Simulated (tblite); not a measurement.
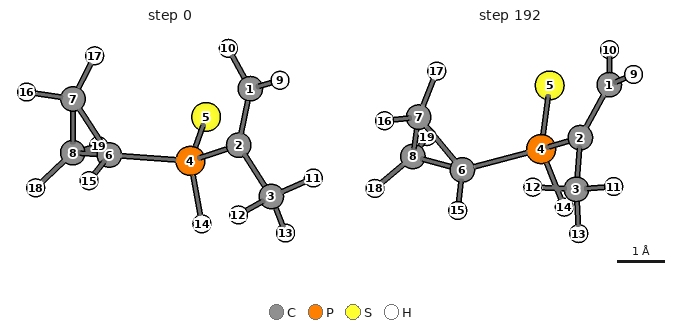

The structure of C6H11PS before (left) and after (right) a relaxation, at one scale.

A ball-and-stick model, seen at a tilt.

These are results of GFN2-xTB geometry optimisation, gas phase (tblite 0.8.0), not measurements. 

> Describe what moved and what it gained.

After 192 geometry steps the energy has fallen by 217.6 kJ/mol. H12 moves most after the best rigid fit: 1.16 Å. Largest moves by element: H 1.16 Å, C 0.79 Å, S 0.73 Å, P 0.46 Å. Some distances before and after: P4–S5 1.705 → 1.927 Å, C2–P4 1.760 → 1.826 Å, C7–H16 1.140 → 1.080 Å, C6–H15 1.124 → 1.083 Å. Among the angles between lasting bonds that change: C1–C2–C3 113.6° → 125.5°, C2–P4–C6 115.5° → 104.7°, S5–P4–C6 107.5° → 116.0°. Groups turn about C2–P4 by about 45°.
